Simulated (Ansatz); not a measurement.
# One shape, several levels: BH2OF (SMILES OBF)

Wanted: a comparison of 6 runs (BHLYP/STO-3G, HSE06/STO-3G, PBE/STO-3G, BCCD(T)/STO-3G, CCSDT(Q)/STO-3G, FCI/STO-3G) of BH2OF. 

The results are computed with Ansatz 0.2.0.

70 further runs of the same task are left out: 1 that didn't finish, 69 set aside as unsound or not needed.

## 1. The structure to begin with

BH2OF: 5 atoms, total charge 0, spin state singlet. SMILES: `OBF`. The B2–O1 distance was set to 2.016 Å, away from the relaxed value.

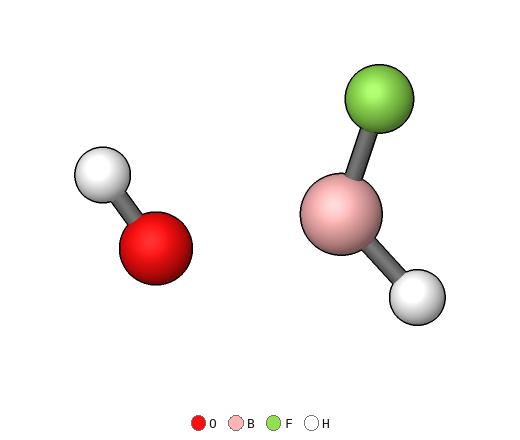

Viewed from a chosen angle; oxygen red, boron pink, fluorine green, hydrogen white.

## 2. The energy at BHLYP/STO-3G (run 1)

The input, input.yaml:

```yaml
crystal:
  periodic: [false, false, false]
  atoms:
    - {symbol: O, position_ang: [-1.630568, 0.251195, 0.134801]}
    - {symbol: B, position_ang: [0.365000, -0.030200, 0.201100]}
    - {symbol: F, position_ang: [1.039200, -0.323700, -0.909500]}
    - {symbol: H, position_ang: [-2.002368, 0.151195, -0.747899]}
    - {symbol: H, position_ang: [0.948300, 0.065400, 1.236000]}
basis:
  gaussian:
    orbitals: STO-3G
hamiltonian:
  xc: {name: BHLYP}
accuracy: high
```

Started as:

```bash
$ ansatz run input.yaml --threads 1 --pin off --max-ram 2610MiB --events-out events.jsonl --progress --plain --runs-dir runs
```

Standard output:

```text
Warning: RAYON_NUM_THREADS=1 ignored (pool sized by the plan → 1); use --threads N
Functional definition: BHLYP
  name "BHLYP"
  parameter a = 0.5
  exchange = (1 - a)*b88_x + a*exact_x
  correlation = lyp_c
291 factors; integrals over basis functions are off by at most 3.8e-8 eV
mean field evaluation 1: about -5388.2571 eV, gradient 3.1e1 eV
mean field evaluation 2: about -5348.0807 eV, gradient 1.2e2 eV
mean field evaluation 4: about -5392.4622 eV, gradient 3.2e0 eV
mean field evaluation 8: about -5392.5075 eV, gradient 6.6e-2 eV
mean field evaluation 16: about -5392.5076 eV, gradient 3.9e-7 eV
mean field -5392.50757338 eV, -198.1709981487 hartree, gradient 2.3e-8 eV, S^2 0.000000; 0 other end points of the search recorded, 0 dependent functions left out
reference -5392.50758964 eV, -198.1709987464 hartree; 12, 12 occupied and 5, 5 virtual orbitals, 291 factors
Total energy: -5392.50758964 eV, -198.1709987464 hartree
```

Run time: 0.91 s. Hardware: 1 thread of Arm Neoverse V1, shared host; peak memory 0.091 GiB.

## 3. A single-point energy at HSE06/STO-3G (run 2)

The input, run.yaml:

```yaml
crystal:
  periodic: [false, false, false]
  atoms:
    - {symbol: O, position_ang: [-1.630568, 0.251195, 0.134801]}
    - {symbol: B, position_ang: [0.365000, -0.030200, 0.201100]}
    - {symbol: F, position_ang: [1.039200, -0.323700, -0.909500]}
    - {symbol: H, position_ang: [-2.002368, 0.151195, -0.747899]}
    - {symbol: H, position_ang: [0.948300, 0.065400, 1.236000]}
basis:
  gaussian:
    orbitals: STO-3G
hamiltonian:
  xc: hse06
total_charge: 0
accuracy: high
```

Started as:

```bash
$ ansatz run run.yaml --threads 1 --pin off --max-ram 2610MiB --events-out events.jsonl --progress --plain --runs-dir runs
```

Standard output:

```text
Warning: RAYON_NUM_THREADS=1 ignored (pool sized by the plan → 1); use --threads N
Functional definition: HSE06
  name "HSE06"
  parameter a = 0.25
  parameter omega = 0.11/bohr
  exchange = pbe_x - a*pbe_x_sr(omega) + a*exact_x_sr(omega)
  correlation = pbe_c
291 factors; integrals over basis functions are off by at most 3.8e-8 eV
51 factors; integrals over basis functions are off by at most 6.3e-10 eV
mean field evaluation 1: about -5386.1656 eV, gradient 2.7e1 eV
mean field evaluation 2: about -5304.4165 eV, gradient 1.2e2 eV
mean field evaluation 4: about -5389.1267 eV, gradient 8.5e0 eV
mean field evaluation 8: about -5389.4230 eV, gradient 3.3e-2 eV
mean field evaluation 16: about -5389.3804 eV, gradient 4.8e-7 eV
mean field -5389.38041604 eV, -198.0560772362 hartree, gradient 3.7e-8 eV, S^2 0.000000; 0 other end points of the search recorded, 0 dependent functions left out
reference -5389.38041768 eV, -198.0560772963 hartree; 12, 12 occupied and 5, 5 virtual orbitals, 291 factors
Total energy: -5389.38041768 eV, -198.0560772963 hartree
```

Wall time 1.2 s (1 thread of Arm Neoverse V1, shared host); peak memory 0.091 GiB.

Runs 3 to 5 aren't shown in full; the table further down has their settings and results.

## 4. The energy at FCI/STO-3G (run 6)

Changes to input.yaml since step 2:

```diff
@@ -9,6 +9,5 @@
 basis:
-  gaussian:
-    orbitals: STO-3G
-hamiltonian:
-  xc: {name: BHLYP}
+  gaussian: {orbitals: STO-3G}
+magnetization: {spin_polarized: false, initial_magnetization: 0}
 accuracy: high
+correlation: {method: fci, frozen_orbitals: {B: 1, F: 1, H: 0, O: 1}}
```

Started as:

```bash
$ ansatz run input.yaml --threads 1 --pin off --max-ram 2610MiB --events-out events.jsonl --progress --plain --runs-dir runs
```

Standard output:

```text
Warning: RAYON_NUM_THREADS=1 ignored (pool sized by the plan → 1); use --threads N
Functional definition: HF
  name "HF"
  exchange = exact_x
  correlation = 0
291 factors; integrals over basis functions are off by at most 3.8e-8 eV
mean field evaluation 1: about -5364.1840 eV, gradient 3.4e1 eV
mean field evaluation 2: about -5364.2323 eV, gradient 3.4e1 eV
mean field evaluation 4: about -5369.5604 eV, gradient 3.0e0 eV
mean field evaluation 8: about -5369.6375 eV, gradient 1.2e-1 eV
mean field -5369.63759962 eV, -197.3305421150 hartree, gradient 1.8e-8 eV, S^2 0.000000; 0 other end points of the search recorded, 0 dependent functions left out; unrestricted orbitals would lower it
mean field evaluation 16: about -5369.7009 eV, gradient 7.9e0 eV
3 core orbitals not correlated: weight in the atoms' cores, before any rotation towards them, 1.000 or more for the frozen orbitals, at most 0.000 for the correlated occupied ones
reference -5369.63759962 eV, -197.3305421150 hartree; 9, 9 occupied and 5, 5 virtual orbitals, 291 factors
state -5374.15626005 eV, -197.4965998231 hartree
Total energy: -5374.15626005 eV, -197.4965998231 hartree
```

It took 12 s on 1 thread of Arm Neoverse V1, shared host; peak memory 0.24 GiB.

## 5. All runs side by side

```
run            level  frozen core orbitals  energy (Eh)  wall time
  1     BHLYP/STO-3G                     –  -198.170999     0.91 s
  2     HSE06/STO-3G                     –  -198.056077      1.2 s
  3       PBE/STO-3G                     –  -198.047075     0.91 s
  4   BCCD(T)/STO-3G                     3  -197.493931     0.26 s
  5  CCSDT(Q)/STO-3G                     3  -197.496930     0.89 s
  6       FCI/STO-3G                     3  -197.496600       12 s
```

## 6. What came out

```
                                          quantity          value
                               run 6: total energy  -197.49660 Eh
run 6: correlation energy (3 core orbitals frozen)     -166.1 mEh
```

In words: Against full CI in this basis: BCCD(T) +2.7 mEh; CCSDT(Q) -0.3 mEh. Totals of different functionals can't be ranked against each other. In runs 4, 5 the log says that unrestricted orbitals would lower the reference, so the values rest on an unstable closed-shell determinant (other closed-shell runs at this shape may share the fault). In runs 1, 2, 3, 4, 5, 6 the basis is minimal, so the values are rough. All runs together took 16 s, the longest 12 s.
